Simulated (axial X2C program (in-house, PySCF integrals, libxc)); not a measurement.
## Relativistic diatomic calculation, with input and output: CuP⁺

- system: CuP⁺, single determinant with M_S = 3/2 and |Λ| = 0.
- method: HF, spin-free X2C-1e, Cu dyall-cv3z, P dyall-v3z (cores contracted) (axial X2C program (in-house, PySCF integrals, libxc))

The program's output:
```
spin-free X2C-1e  HF
basis functions 151  fitting functions 877  grid points 5078
iter        total energy     max residual
   1      -1994.457728380     1.31e-01
   2      -1994.488360429     2.88e-02
   3      -1994.487626112     3.82e-02
   4      -1994.496480686     6.26e-03
   5      -1994.497480575     3.23e-03
   6      -1994.498156425     2.11e-03
   7      -1994.498342830     1.16e-03
   8      -1994.498397370     5.13e-04
   9      -1994.498411952     1.49e-04
  10      -1994.498413079     5.07e-05
  11      -1994.498413232     2.51e-05
  12      -1994.498413254     1.05e-05
  13      -1994.498413258     2.36e-06
  14      -1994.498413258     7.09e-07
converged
one-electron -2976.81615399  Coulomb 967.29648771  exact exchange -89.18521450  xc functional 0.00000000  nuclear repulsion 104.20646752
correlated 15  virtual 219  natural virtual 89  E(MP2) -0.598540530  MP2 remainder -0.051315919
iter   CCSD correlation   residual
   1     -0.467759740   2.25e-01
   2     -0.495101173   1.28e-01
   3     -0.498986398   3.33e-02
   4     -0.499093872   1.86e-02
   5     -0.499311455   1.05e-02
   6     -0.499708100   5.96e-03
   7     -0.499711179   2.73e-03
   8     -0.499665226   1.48e-03
   9     -0.499753520   8.80e-04
  10     -0.499710728   4.41e-04
  11     -0.499723090   2.33e-04
  12     -0.499725987   1.03e-04
  13     -0.499723357   5.27e-05
  14     -0.499723202   2.37e-05
  15     -0.499723474   9.99e-06
  16     -0.499723312   5.78e-06
  17     -0.499723148   2.30e-06
  18     -0.499723151   1.08e-06
(T) -0.019711932226527548  T1 0.0345  D1 0.0884  max T2 0.057
```

The points of the curve:

| R (Å) | E (hartree) | dipole (D; origin at the first atom, positive when the second is positive) | highest filled (eV) | lowest empty (eV) |
| --- | --- | --- | --- | --- |
| 1.922 | −1994.463879 | 2.17 | −16.78 | −6.31 |
| 2.010 | −1994.479449 | 2.35 | −16.74 | −6.29 |
| 2.076 | −1994.487767 | 2.46 | −16.71 | −6.27 |
| 2.143 | −1994.493920 | 2.56 | −16.66 | −6.24 |
| 2.209 | −1994.498413 | 2.63 | −16.61 | −6.21 |
| 2.286 | −1994.502038 | 2.70 | −16.54 | −6.18 |
| 2.364 | −1994.504351 | 2.74 | −16.46 | −6.14 |
| 2.463 | −1994.505928 | 2.76 | −16.35 | −6.09 |
| 2.584 | −1994.506395 | 2.75 | −16.19 | −6.04 |
| 2.761 | −1994.505372 | 2.68 | −15.95 | −5.99 |

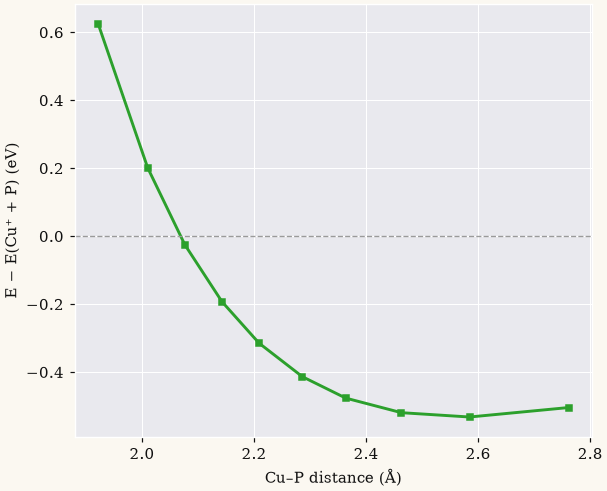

*Energy at 10 bond lengths, for one set of occupations held fixed; the line joins the points.*

A polynomial of degree 4 through 6 points gives rₑ = 2.570 Å, ωₑ = 160.3 cm⁻¹, ωₑxₑ = 1.3 cm⁻¹ and Bₑ = 0.1230 cm⁻¹. The minimum lies 0.53 eV below Cu⁺ + P, each computed as one determinant at the same level.

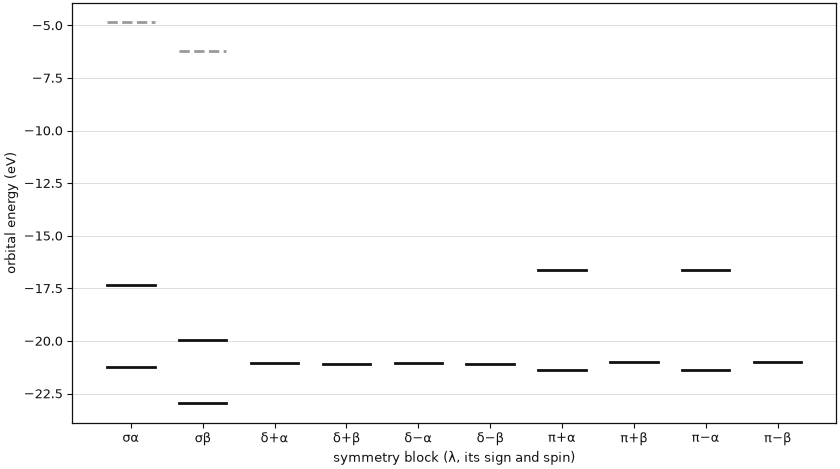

*Orbital energies near the frontier at 2.21 Å, filled (solid) and empty (dashed); a label such as π−α means λ = −1 and α spin.*

The highest filled orbital (π+α; 90 % P p, 6 % Cu d) lies at −16.61 eV, the lowest empty one (σβ; 50 % P p, 41 % Cu s) at −6.21 eV.

Input:
```
{"zs": [29, 15], "q": 1, "bas": ["dyall-cv3z", "dyall-v3z"], "levels": ["PBE0", "HF", "BLYP"], "cc": true, "r0": 2.17, "thr": -2.0, "nmax": 90, "npts": 10, "nst": 2, "ntry": 6}
```

The line is the task of a batch: nuclear charges, charge, bases, the levels to run, a first guess of the distance and further settings. This report covers HF without spin-orbit coupling. The log is that of the reference distance 2.209 Å.

Launched within a batch (the task file carries these settings):
```bash
python <driver script> task.json out
```

Summary:

```tsv
quantity	value
outcome	converged
bond length rₑ	2.570 Å
ωₑ	160.3 cm⁻¹
energy at the minimum	−1994.50640 hartree
depth below the fragments	0.53 eV
largest ⟨S²⟩ along the curve	3.76
hardware	1 thread of Arm Neoverse V1, 24 GiB of memory available, shared host
wall time	2.3 s
```

Remarks:

Hartree–Fock lacks correlation, so it usually binds too weakly.
